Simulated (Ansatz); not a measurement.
**AlFH₇NSi₂: a ladder of functionals and wavefunction methods**

How much do the methods differ for AlFH₇NSi₂? The plan is to run it at one geometry with functionals of several rungs and with coupled cluster, and see how far each lands from CCSD(T) at the basis-set limit for the atomisation energy.

Computed with Ansatz 0.2.0, Gaussian basis. Level: functionals in def2-TZVPP, the program's frozen cores in correlated methods.

Levels to be run: PBE-D4, r2SCAN-D4, PBE0-D4, B3LYP-D4, ωB97X-V, ωB97M-V, B2PLYP; CCSD(T)/def2-TZVPP; MP2/def2-QZVPP; extrapolation to the limit.

## (1) The geometry

All runs share one geometry, relaxed beforehand with PBE0-D4 in a triple-zeta def2 set.

SMILES `F[SiH2][AlH][NH][SiH3]`, 12 atoms, charge 0, spin multiplicity 1.

Atoms are counted from 1 here; the program's logs count them from 0.

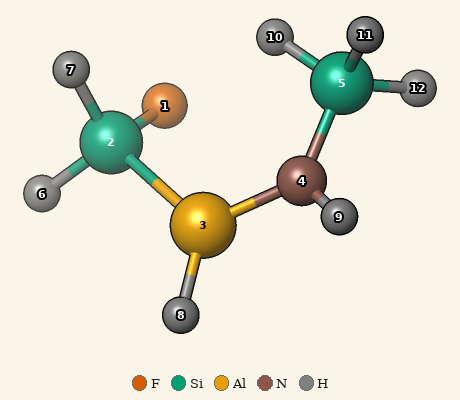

The structure; fluorine orange, silicon teal, aluminium amber, nitrogen brown, hydrogen grey; atoms are numbered from 1 in the order of the file.

## (2) PBE-D4 (GGA)

in.yaml reads:

```yaml
crystal:
  periodic: [false, false, false]
  atoms:
    - {symbol: F, position_ang: [-0.402982, 2.497348, 0.661812]}
    - {symbol: Si, position_ang: [0.659921, 1.568261, 1.444679]}
    - {symbol: Al, position_ang: [0.013602, -0.808647, 1.261663]}
    - {symbol: N, position_ang: [-0.443051, -1.423544, -0.347486]}
    - {symbol: Si, position_ang: [-0.433587, -0.589335, -1.861607]}
    - {symbol: H, position_ang: [0.685662, 2.048580, 2.855969]}
    - {symbol: H, position_ang: [2.005421, 1.854805, 0.868663]}
    - {symbol: H, position_ang: [-0.016000, -1.836262, 2.470673]}
    - {symbol: H, position_ang: [-0.737498, -2.391115, -0.396975]}
    - {symbol: H, position_ang: [0.150831, 0.754104, -1.613881]}
    - {symbol: H, position_ang: [0.392823, -1.302498, -2.874756]}
    - {symbol: H, position_ang: [-1.798143, -0.426895, -2.434653]}
basis:
  gaussian: {orbitals: def2-TZVPP}
hamiltonian: {xc: pbe, dispersion: d4}
output: {forces: true, orbitals: {seedname: orbitals}}
```

On the command line:

```sh
$ ansatz run in.yaml --threads 4 --pin off --events-out ev --progress --plain --max-ram 10444MiB
```

Further steps of the session: r2SCAN-D4 (meta-GGA); PBE0-D4 (hybrid); B3LYP-D4 (hybrid); ωB97X-V (range-separated); ωB97M-V (range-separated); B2PLYP (double hybrid); CCSD(T) in def2-TZVPP; MP2 in def2-QZVPP.

**Question.** What will the summary of the whole plan be? Wanted: atomisation energy, CCSD(T)/CBS; farthest; mean size of error, hybrid; mean size of error, range-separated; gap, smallest and largest; T1 diagnostic; triples share of the correlation energy.

**Answer**, as computed:

| quantity | value |
| --- | --- |
| atomisation energy, CCSD(T)/CBS | 3822.8 kJ/mol |
| functionals within 19.1 kJ/mol (0.5 %) | B3LYP-D4, ωB97X-V, ωB97M-V |
| farthest | PBE0-D4 (-76.3 kJ/mol) |
| mean size of error, hybrid | 47.3 kJ/mol |
| mean size of error, range-separated | 14.3 kJ/mol |
| gap, smallest and largest | 3.98 eV (PBE-D4), 10.11 eV (ωB97X-V) |
| T1 diagnostic | 0.0124 |
| triples share of the correlation energy | 3.2 % |

PBE-D4 misses by -38.7 kJ/mol. Double hybrids carry the basis error of their MP2 part in triple zeta, and no dispersion term here, so their miss is partly the set-up's. The reference freezes the cores and leaves out relativity and excitations past (T), so misses under about 19.1 kJ/mol can't be ranked. Hartree-Fock recovers 74 % of the binding; the rest is correlation. The gap grows from 4.0 to 10.1 eV across the functionals, mostly with the share of exact exchange.
